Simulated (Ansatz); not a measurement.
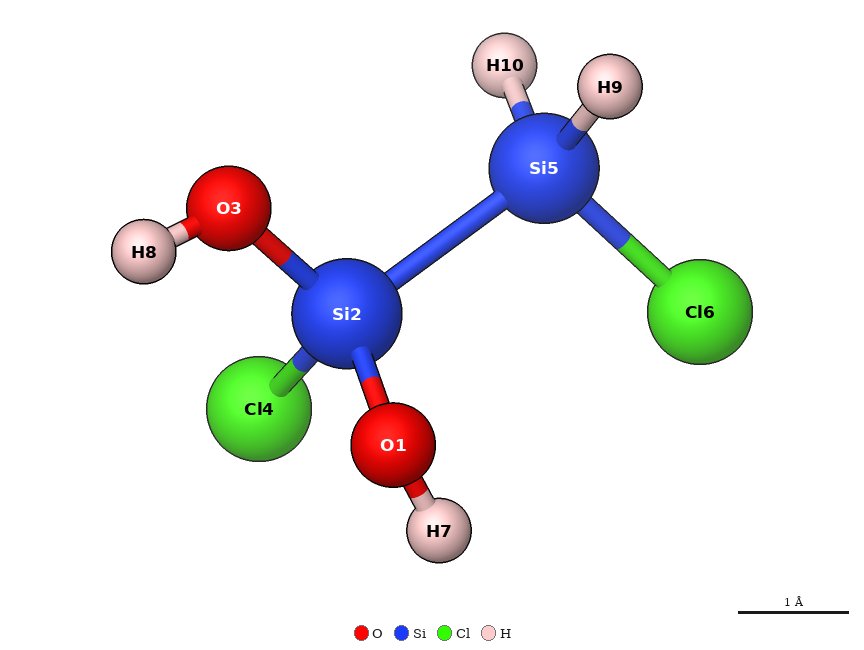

The atoms are numbered. Computed geometry: PBE0-D4/def2-TZVP optimisation. No frequency run is at hand to confirm it as a minimum.

Which atoms are bonded, and how long are the bonds?

```csv
bond,length (Å),order
O1–Si2,1.634,single
O1–H7,0.959,single
Si2–O3,1.625,single
Si2–Cl4,2.065,single
Si2–Si5,2.334,single
O3–H8,0.960,single
Si5–Cl6,2.066,single
Si5–H9,1.483,single
Si5–H10,1.483,single
```
